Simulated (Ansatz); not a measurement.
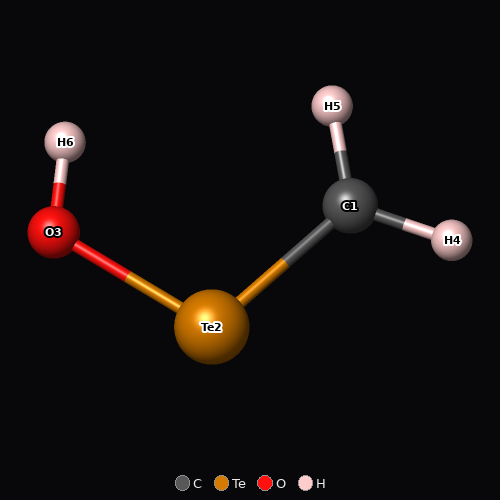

The system is CH3OTe, SMILES [CH2+][Te]O, charge +1; the picture shows the reference structure. 
- Coordinates scanned: (1) dihedral H4–C1–Te2–O3; (2) dihedral C1–Te2–O3–H6.
- Nothing is relaxed (all other coordinates rigid).
- The scan uses a 9 × 9 grid; 41 points were computed and 40 follow by symmetry.
- Energies are in eV, from the lowest grid point.
- Energies and slopes of some neighbouring points disagree (a jump in structure or state, or too coarse a mesh). The restricted reference is unstable at some or all points, so the energies there are unreliable.
- Level of theory: Ansatz 0.2.0, RHF-MP2, frozen core/def2-TZVP.

Its coordinates:

```yaml
atoms:
  - { symbol: C, position_ang: [-0.4947, 0.1889, -0.9341] }
  - { symbol: Te, position_ang: [0.8875, -0.9366, -0.2312] }
  - { symbol: O, position_ang: [0.9992, -0.4719, 1.5961] }
  - { symbol: H, position_ang: [-0.7313, 0.0874, -1.9915] }
  - { symbol: H, position_ang: [-1.0415, 0.9103, -0.3324] }
  - { symbol: H, position_ang: [0.3807, 0.2219, 1.8932] }
```

Range: dihedral H4–C1–Te2–O3 from −180 to 140°; dihedral C1–Te2–O3–H6 from −180 to 140°.

**What will the energy surface look like?**

The lowest grid point is at dihedral H4–C1–Te2–O3 = −180°, dihedral C1–Te2–O3–H6 = −20°. Other grid points that lie below all their neighbours: dihedral H4–C1–Te2–O3 = −180°, dihedral C1–Te2–O3–H6 = −180° (0.016 eV higher); dihedral H4–C1–Te2–O3 = −20°, dihedral C1–Te2–O3–H6 = 140° (0.14 eV higher); dihedral H4–C1–Te2–O3 = 20°, dihedral C1–Te2–O3–H6 = −140° (0.14 eV higher). The highest grid point, dihedral H4–C1–Te2–O3 = −100°, dihedral C1–Te2–O3–H6 = 100°, lies 2.66 eV above the lowest.

| dihedral C1–Te2–O3–H6 ↓, dihedral H4–C1–Te2–O3 → | −180 | −140 | −100 | −60 | −20 | 20 | 60 | 100 | 140 |
| --- | --- | --- | --- | --- | --- | --- | --- | --- | --- |
| 140 | 0.03 | 0.71 | 2.45 | 1.10 | 0.14 | 0.26 | 1.48 | 1.97 | 0.46 |
| 100 | 0.05 | 0.76 | 2.66 | 1.14 | 0.15 | 0.28 | 1.56 | 2.05 | 0.48 |
| 60 | 0.03 | 0.65 | 2.42 | 1.17 | 0.16 | 0.22 | 1.39 | 2.06 | 0.51 |
| 20 | 0.00 | 0.53 | 2.07 | 1.13 | 0.14 | 0.15 | 1.18 | 1.97 | 0.50 |
| −20 | 0.00 | 0.50 | 1.97 | 1.18 | 0.15 | 0.14 | 1.13 | 2.07 | 0.53 |
| −60 | 0.03 | 0.51 | 2.06 | 1.39 | 0.22 | 0.16 | 1.17 | 2.42 | 0.65 |
| −100 | 0.05 | 0.48 | 2.05 | 1.56 | 0.28 | 0.15 | 1.14 | 2.66 | 0.76 |
| −140 | 0.03 | 0.46 | 1.97 | 1.48 | 0.26 | 0.14 | 1.10 | 2.45 | 0.71 |
| −180 | 0.02 | 0.55 | 2.08 | 1.23 | 0.19 | 0.19 | 1.23 | 2.08 | 0.55 |

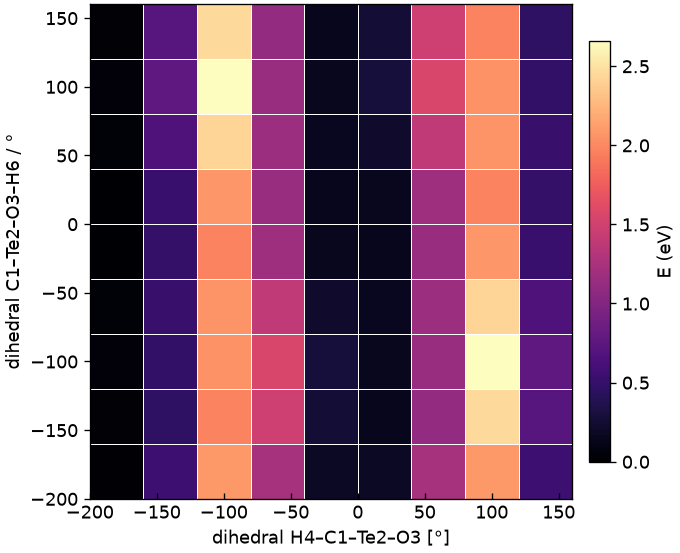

Drawn: one coloured cell a grid point.

Each point was launched as `ansatz run input.yaml --threads 1 --pin off --max-ram 2560MiB --backend cpu --events-out ev --progress --plain --runs-dir out`. Time for the 41 points that were run: 6 min on 1 thread of Intel(R) Xeon(R) Platinum 8488C (Sapphire Rapids), with other jobs on the host.
